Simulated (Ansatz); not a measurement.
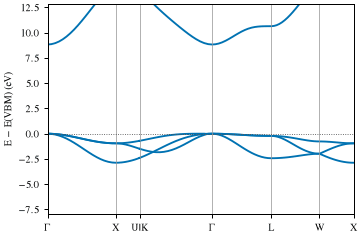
Figure. Band structure from DFT-PBE in the program Ansatz with PAW potentials

**Question.** Read off the gap and where the band edges lie.

**Answer.** About 8.8 eV (8.83 eV by a search for the band edges); maximum on the K–Γ line, 83 % of the way from K, minimum at Γ.

The material is LiF (rock salt, Fm-3m).

The cell was relaxed with PBE under the symmetry of its start; phonons on a q-mesh show no instability.

Potentials: the later of the program's two PAW sets.
